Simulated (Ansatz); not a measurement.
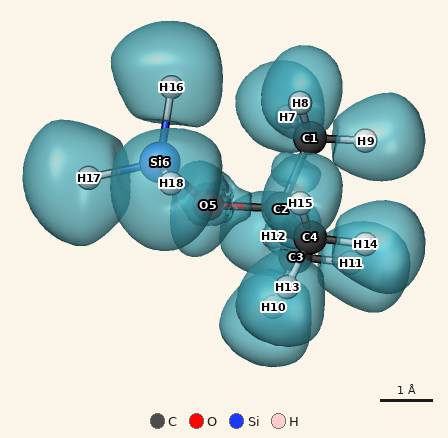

Figure 1: C4H12OSi. Isosurface of the electron localisation function at 0.75 (cyan), seen at an oblique angle. Core shells and regions of very low density are left out.

Geometry: PBE0-D4/def2-TZVP.

Method: Ansatz, RKS PBE0-D4/def2-TZVPP.

```json
{"atom": "C", "x (Å)": "0.0806", "y (Å)": "-1.5414", "z (Å)": "0.0920"}
{"atom": "C", "x (Å)": "0.3748", "y (Å)": "-0.0827", "z (Å)": "-0.2243"}
{"atom": "C", "x (Å)": "1.8605", "y (Å)": "0.1204", "z (Å)": "-0.4651"}
{"atom": "C", "x (Å)": "-0.4288", "y (Å)": "0.3811", "z (Å)": "-1.4299"}
{"atom": "O", "x (Å)": "0.0561", "y (Å)": "0.7291", "z (Å)": "0.9088"}
{"atom": "Si", "x (Å)": "-1.3754", "y (Å)": "0.9637", "z (Å)": "1.6677"}
{"atom": "H", "x (Å)": "0.6239", "y (Å)": "-1.8526", "z (Å)": "0.9867"}
{"atom": "H", "x (Å)": "-0.9866", "y (Å)": "-1.7018", "z (Å)": "0.2649"}
{"atom": "H", "x (Å)": "0.3858", "y (Å)": "-2.1817", "z (Å)": "-0.7384"}
{"atom": "H", "x (Å)": "2.0697", "y (Å)": "1.1738", "z (Å)": "-0.6609"}
{"atom": "H", "x (Å)": "2.1984", "y (Å)": "-0.4681", "z (Å)": "-1.3208"}
{"atom": "H", "x (Å)": "2.4296", "y (Å)": "-0.1842", "z (Å)": "0.4152"}
{"atom": "H", "x (Å)": "-0.2499", "y (Å)": "1.4413", "z (Å)": "-1.6204"}
{"atom": "H", "x (Å)": "-0.1428", "y (Å)": "-0.1835", "z (Å)": "-2.3200"}
{"atom": "H", "x (Å)": "-1.5006", "y (Å)": "0.2366", "z (Å)": "-1.2713"}
{"atom": "H", "x (Å)": "-1.9398", "y (Å)": "-0.2996", "z (Å)": "2.2204"}
{"atom": "H", "x (Å)": "-1.0885", "y (Å)": "1.9022", "z (Å)": "2.7778"}
{"atom": "H", "x (Å)": "-2.4043", "y (Å)": "1.5588", "z (Å)": "0.7695"}
```

**Identify the bonds, lone pairs and shells in this picture.**

The surface consists of three regions between bonded C–C atoms (shared pairs), twelve regions around hydrogen nuclei and one region on O in which the atom's valence shell and bonds are merged. Along the contacts the grid gives the following. C–O (1.43 Å): the ELF peaks at about 0.85 between the atoms; a shared but strongly polarised pair. C–C (1.52 Å): the ELF peaks at about 0.95 between the atoms: localised, covalent bonding.
